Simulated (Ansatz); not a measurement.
# Run report: WH₇ClO, geometry relaxation (part 2 of 2)

Continued. System: WH₇ClO. Method: RHF/def2-SVP (Ansatz 0.2.0). It belongs to a series of runs on one base structure; here: end point B relaxed.

Geometry of the input (Å):
```
W  0.2046  0.5536  -0.1391
H  -0.1048  -0.0068  2.7243
H  1.4276  -0.4490  -0.6046
Cl -0.7627  2.3707  -1.2071
H  -1.0984  -0.0430  0.7268
H  -0.1566  -1.0641  -0.2941
H  0.2723  0.0429  -1.7114
O  1.5926  1.1837  1.0163
H  2.5307  1.0988  0.9401
H  0.5013  0.3594  2.7670
```

```
mean field -16450.63376946 eV, -604.5496403874 hartree, gradient 9.2e-6 eV, S^2 0.000000; 1 other end points of the search recorded, 0 dependent functions left out
the calculation of the forces begins
reference -16450.63376946 eV, -604.5496403874 hartree; 23, 23 occupied and 76, 76 virtual orbitals, 1049 factors
Total energy: -16450.63376946 eV, -604.5496403874 hartree
Atom 0 at     0.129372     0.474929    -0.602832 Å, force     0.006761     0.008845     0.017595 eV/Å
Atom 1 at     0.603811     0.579609     4.643504 Å, force    -0.000502     0.003884    -0.014790 eV/Å
Atom 2 at     1.510683    -0.317471    -1.040137 Å, force     0.002340    -0.002089    -0.002639 eV/Å
Atom 3 at    -0.713857     2.550668    -1.226970 Å, force     0.000879    -0.002476     0.002463 eV/Å
Atom 4 at    -1.238543    -0.414873    -0.198287 Å, force     0.002395     0.000690    -0.000792 eV/Å
Atom 5 at    -0.048087    -1.015896    -1.328390 Å, force     0.000805    -0.000596     0.000584 eV/Å
Atom 6 at     0.568177     0.484257    -2.206726 Å, force     0.000395    -0.001625     0.006309 eV/Å
Atom 7 at     1.080213     0.600002     1.004433 Å, force    -0.010123    -0.003741    -0.017782 eV/Å
Atom 8 at     1.971864     0.433132     1.269478 Å, force    -0.003001     0.000505    -0.002776 eV/Å
Atom 9 at     0.542868     0.671842     3.904327 Å, force     0.000050    -0.003397     0.011829 eV/Å
Dipole moment:     0.354721    -0.246224     0.261360 e Å
```

Trajectory as extended XYZ (Å, eV, eV/Å), 10 of the 49 frames kept, from step=1 to step=49
```
10
Properties=species:S:1:pos:R:3:forces:R:3 step=1 energy=-16450.27090
W     0.2046    0.5536   -0.1391    0.7056   0.4394   0.1456
H    -0.1048   -0.0068    2.7243   -1.3319  -0.8641   0.3087
H     1.4276   -0.4490   -0.6046    0.0446  -0.0370  -0.0147
Cl   -0.7627    2.3707   -1.2071   -0.0245   0.0378  -0.0337
H    -1.0984   -0.0430    0.7268   -0.0287  -0.0128   0.0022
H    -0.1566   -1.0641   -0.2941   -0.0281  -0.0899   0.0048
H     0.2723    0.0429   -1.7114   -0.0242   0.0084  -0.0072
O     1.5926    1.1837    1.0163   -0.4410  -0.1156  -0.7763
H     2.5307    1.0988    0.9401   -0.0013  -0.0141   0.0168
H     0.5013    0.3594    2.7670    1.1294   0.6479   0.3538
10
Properties=species:S:1:pos:R:3:forces:R:3 step=6 energy=-16450.60996
W     0.2328    0.6141   -0.4027   -0.0152   0.1437  -0.0674
H    -0.1555   -0.1812    3.6887    0.0189   0.0098   0.0196
H     1.4565   -0.4063   -0.8283    0.0078  -0.0052  -0.0501
Cl   -0.7626    2.4175   -1.5177    0.1267  -0.1760   0.1078
H    -1.0168    0.0384    0.5644    0.0540   0.0272   0.0319
H    -0.1155   -1.0132   -0.4842   -0.0114  -0.0156  -0.0056
H     0.2781    0.0370   -1.9574   -0.0340  -0.0031  -0.0528
O     1.5671    1.1950    0.7757   -0.0540   0.0576   0.0025
H     2.5031    1.0706    0.8332   -0.0722  -0.0244   0.0075
H     0.4193    0.2744    3.5467   -0.0204  -0.0139   0.0067
10
Properties=species:S:1:pos:R:3:forces:R:3 step=12 energy=-16450.62174
W     0.2361    0.6223   -0.4901    0.0079   0.0032   0.0055
H    -0.1041   -0.2237    4.0816    0.0782   0.0781  -0.0505
H     1.4692   -0.3925   -0.9124   -0.0080  -0.0018  -0.0084
Cl   -0.7251    2.4240   -1.6042   -0.0001   0.0064   0.0017
H    -1.0004    0.0523    0.4948   -0.0043   0.0008  -0.0012
H    -0.1160   -1.0056   -0.5737    0.0042  -0.0010  -0.0086
H     0.2754    0.0435   -2.0491    0.0077  -0.0105   0.0063
O     1.5423    1.2047    0.7143   -0.0309   0.0055   0.0036
H     2.4706    1.0636    0.8174    0.0194  -0.0051  -0.0011
H     0.3585    0.2576    3.7399   -0.0742  -0.0757   0.0527
10
Properties=species:S:1:pos:R:3:forces:R:3 step=17 energy=-16450.62312
W     0.2239    0.6176   -0.5164   -0.0227   0.0010   0.0189
H     0.0105   -0.1915    4.2273    0.0947   0.1270  -0.1272
H     1.4711   -0.3858   -0.9231   -0.0012  -0.0123   0.0107
Cl   -0.7016    2.4417   -1.6253    0.0026  -0.0030   0.0034
H    -1.0421    0.0232    0.4165    0.0037   0.0233  -0.0033
H    -0.1296   -1.0076   -0.6390    0.0284  -0.0070  -0.0268
H     0.3171    0.0666   -2.0832   -0.0051   0.0026   0.0062
O     1.4890    1.1753    0.7432    0.0187  -0.0136  -0.0057
H     2.4146    1.0315    0.8709   -0.0295   0.0056  -0.0024
H     0.3535    0.2753    3.7475   -0.0896  -0.1236   0.1262
10
Properties=species:S:1:pos:R:3:forces:R:3 step=22 energy=-16450.62665
W     0.1826    0.5894   -0.5242    0.0188  -0.1027   0.0122
H     0.2342   -0.0494    4.2393    0.0569   0.0938  -0.1130
H     1.4721   -0.3810   -0.8838   -0.0323   0.0197  -0.0027
Cl   -0.6617    2.4771   -1.5893    0.0006  -0.0035   0.0153
H    -1.1545   -0.0686    0.2639    0.0672   0.0289  -0.0518
H    -0.1312   -1.0307   -0.7892    0.0051   0.0702   0.0089
H     0.4100    0.1459   -2.1158    0.0026   0.0061   0.0910
O     1.3324    1.0706    0.8741    0.0124  -0.0329  -0.0544
H     2.2446    0.9187    1.0744   -0.0745   0.0134  -0.0233
H     0.4779    0.3742    3.6690   -0.0569  -0.0929   0.1177
10
Properties=species:S:1:pos:R:3:forces:R:3 step=28 energy=-16450.62950
W     0.1742    0.5736   -0.5374    0.0006  -0.0075   0.0087
H     0.3175    0.0474    4.3276    0.0207   0.0451  -0.0712
H     1.4750   -0.3747   -0.9070    0.0011   0.0013   0.0012
Cl   -0.6649    2.4937   -1.5463    0.0022   0.0004   0.0018
H    -1.1729   -0.1225    0.1913    0.0203   0.0105  -0.0084
H    -0.1262   -1.0322   -0.8725    0.0008   0.0016  -0.0011
H     0.4414    0.1901   -2.1341   -0.0012   0.0040   0.0169
O     1.2919    1.0112    0.8986    0.0001  -0.0183  -0.0103
H     2.1999    0.8584    1.1130   -0.0250   0.0063  -0.0129
H     0.4706    0.4011    3.6852   -0.0196  -0.0435   0.0752
10
Properties=species:S:1:pos:R:3:forces:R:3 step=33 energy=-16450.63082 accepted=F
W     0.1513    0.5386   -0.5831    0.0065  -0.0790   0.0042
H     0.4660    0.2433    4.5301    0.0142   0.0718  -0.1972
H     1.4845   -0.3609   -0.9629   -0.0040   0.0318  -0.0046
Cl   -0.6684    2.5314   -1.4635    0.0126  -0.0339   0.0129
H    -1.2173   -0.2385    0.0161    0.0407   0.0286  -0.0229
H    -0.0980   -1.0407   -1.0703   -0.0044   0.0698   0.0278
H     0.5026    0.2987   -2.1941   -0.0021   0.0063   0.0645
O     1.1883    0.8685    0.9419   -0.0472  -0.0226  -0.0806
H     2.0891    0.7160    1.1837   -0.0024  -0.0027   0.0007
H     0.5083    0.4898    3.8204   -0.0138  -0.0700   0.1953
10
Properties=species:S:1:pos:R:3:forces:R:3 step=38 energy=-16450.63237
W     0.1489    0.5328   -0.5800    0.0006   0.0063   0.0203
H     0.4931    0.2882    4.5234    0.0010   0.0140  -0.0437
H     1.4900   -0.3506   -0.9653    0.0008  -0.0035  -0.0034
Cl   -0.6734    2.5315   -1.4385   -0.0010   0.0034  -0.0022
H    -1.2189   -0.2559   -0.0032   -0.0028   0.0047   0.0030
H    -0.0982   -1.0356   -1.0882    0.0072  -0.0094  -0.0111
H     0.5148    0.3162   -2.1870   -0.0015  -0.0012  -0.0063
O     1.1745    0.8409    0.9541    0.0003  -0.0039  -0.0010
H     2.0739    0.6853    1.1992   -0.0042   0.0016   0.0007
H     0.5019    0.4933    3.8039   -0.0003  -0.0120   0.0437
10
Properties=species:S:1:pos:R:3:forces:R:3 step=44 energy=-16450.63326
W     0.1366    0.5034   -0.5886   -0.0002  -0.0353   0.0008
H     0.5761    0.4575    4.5706   -0.0035   0.0043  -0.0294
H     1.4998   -0.3350   -0.9972    0.0030   0.0092   0.0013
Cl   -0.6917    2.5478   -1.3266    0.0026  -0.0036   0.0015
H    -1.2341   -0.3446   -0.1100    0.0016   0.0151   0.0011
H    -0.0713   -1.0288   -1.2151    0.0073   0.0135  -0.0006
H     0.5513    0.4071   -2.1965   -0.0059   0.0019   0.0101
O     1.1135    0.7137    0.9936   -0.0075  -0.0008  -0.0154
H     2.0076    0.5544    1.2546   -0.0008  -0.0018  -0.0005
H     0.5188    0.5708    3.8336    0.0035  -0.0025   0.0311
10
Properties=species:S:1:pos:R:3:forces:R:3 step=49 energy=-16450.63377
W     0.1294    0.4749   -0.6028    0.0068   0.0088   0.0176
H     0.6038    0.5796    4.6435   -0.0005   0.0039  -0.0148
H     1.5107   -0.3175   -1.0401    0.0023  -0.0021  -0.0026
Cl   -0.7139    2.5507   -1.2270    0.0009  -0.0025   0.0025
H    -1.2385   -0.4149   -0.1983    0.0024   0.0007  -0.0008
H    -0.0481   -1.0159   -1.3284    0.0008  -0.0006   0.0006
H     0.5682    0.4843   -2.2067    0.0004  -0.0016   0.0063
O     1.0802    0.6000    1.0044   -0.0101  -0.0037  -0.0178
H     1.9719    0.4331    1.2695   -0.0030   0.0005  -0.0028
H     0.5429    0.6718    3.9043    0.0001  -0.0034   0.0118
```

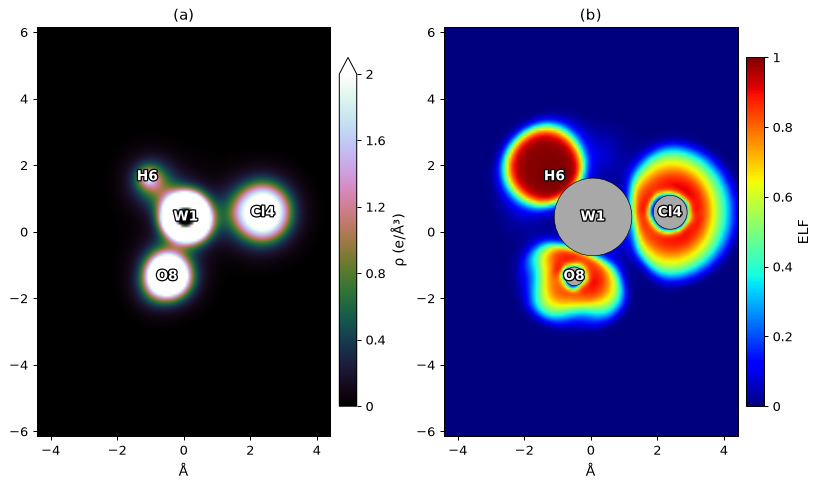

**Figure 1.** (a) electron density; (b) ELF on the plane of atoms H6, W1 and O8. Grey discs, where drawn, cover atomic cores. Atoms in the plane: W, Cl, H and O. W–O (1.87 Å): ρ at the midpoint is about 1.1 e/Å³; the ELF peaks at about 0.85 in the valence shell of O, 0.6 Å from its nucleus, and drops to about 0.20 between the two atoms. W–Cl (2.33 Å): ρ at the midpoint is about 0.63 e/Å³; the ELF peaks at about 0.85 in the valence shell of Cl, 0.8 Å from its nucleus, and is about 0.40 at the midpoint. W–H (1.67 Å): ρ at the midpoint is about 1.7 e/Å³, with its minimum of 1 e/Å³ about 1.1 Å from W; the ELF climbs to about 1 towards the hydrogen, as it does in any bond to H.

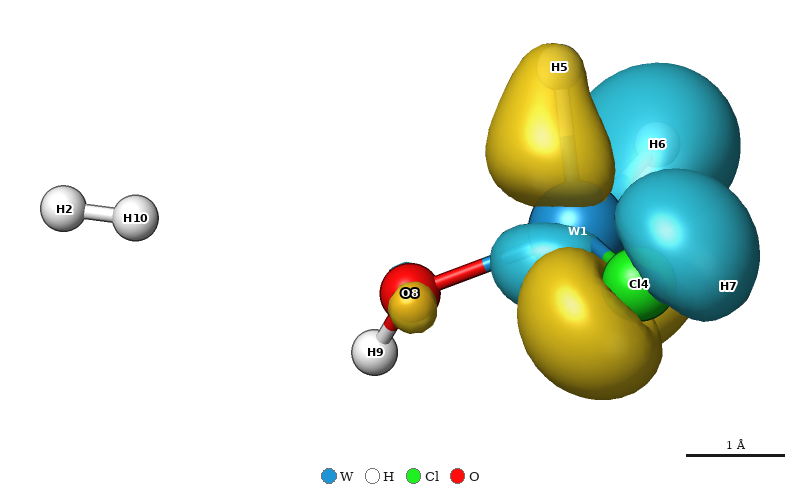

**Figure 2.** The HOMO−1 at ±0.15 Å⁻³ᐟ² (yellow and cyan are the two phases), seen from the side. Its weight (Hirshfeld) is mainly on W1 (35 %), Cl4 (35 %) and H6 (20 %). Its energy is −12.03 eV.

Summary

| quantity | value |
| --- | --- |
| outcome | converged |
| total energy | −16450.6338 eV |
| mean-field energy | −16450.6338 eV |
| largest force (length of the vector) at the end | 0.021 eV/Å |
| wall time | 2 min |
| peak memory | 0.18 GiB |
